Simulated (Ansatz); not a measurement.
AlH₄NO₂

```xyz
8

Al    0.0647   -0.2658    0.1242
N    -0.0453    0.0089    1.8763
H    -0.8977    0.0445    2.4364
H     0.7728    0.1582    2.4702
O     1.6368   -0.2816   -0.5660
H     1.7536   -0.4263   -1.5172
O    -1.2878   -0.5150   -0.9080
H    -2.2070   -0.5216   -0.6024
```

Theory: Ansatz 0.2.0, RKS PBE/def2-SVP.

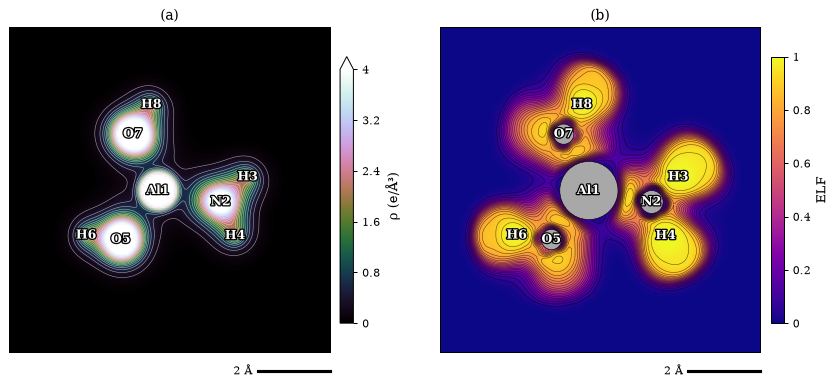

Figure 1. (a) total electron density; (b) electron localisation function on the molecular plane. Grey discs cover the atomic cores in the ELF map.

**What do the fields say about this system?**

- Atoms in the plane: Al, N, H and O.
- Al–O (1.72 Å): ρ is about 0.81 e/Å³ halfway; the ELF peaks at about 0.85 in the valence shell of O, 0.7 Å from its nucleus, and is about 0.40 at the midpoint.
- Al–N (1.78 Å): ρ at the midpoint is about 0.81 e/Å³; the ELF peaks at about 0.90 between the atoms.
- O–H (0.97 Å): ρ at the midpoint is about 3.6 e/Å³; the ELF climbs to about 1 towards the hydrogen, as it does in any bond to H: an ordinary covalent bond to hydrogen.
- N–H (1.02 Å): ρ at the midpoint is about 2.7 e/Å³; the ELF climbs to about 1 towards the hydrogen: a covalent bond by its length.
- The ELF also peaks beside O5 and O7, away from the bonds: lone-pair regions.

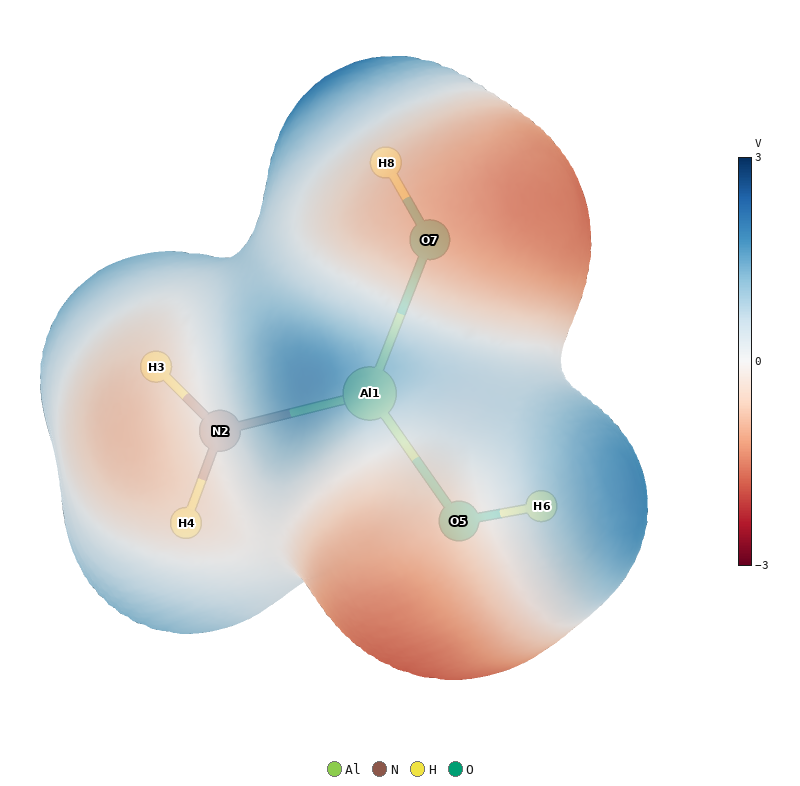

Figure 2. The molecular electrostatic potential painted on the density surface at 0.002 e/bohr³, seen at a tilt; red is negative and blue positive.

**Which sites attract a positive test charge, and which a negative one?**

A positive charge is drawn to the negative regions and a negative charge to the positive ones. The most negative region (about −1.7 V) lies over O5, the most positive (about +2.2 V) over H8. O5 is the likeliest acceptor of a hydrogen bond.

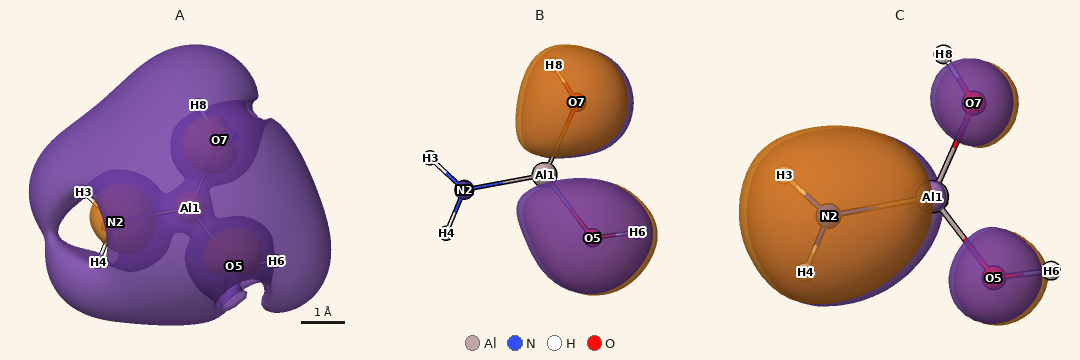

Figure 3. Three frontier orbitals at ±0.05 Å⁻³ᐟ² (orange and purple are the two phases), in no order.

**Order the three orbitals by energy and name them.**

B is the HOMO−1 (−6.51 eV). By Hirshfeld shares it lies mainly on O5 (about 50 %) and O7 (about 35 %); it changes sign across the molecular plane (π type). C is the HOMO (−5.45 eV). It lies mainly on N2 (about 70 %); it changes sign across the molecular plane (π type). A is the LUMO (−0.77 eV). Its weight (Hirshfeld) is mainly on Al1 (about 50 %), O7 (about 10 %), N2 (about 10 %), O5 (about 10 %) and H8 (about 10 %); it is symmetric in the molecular plane (an in-plane orbital: σ, lone-pair or in-plane π type).

**What is the HOMO–LUMO gap?**

4.68 eV between the orbital energies.
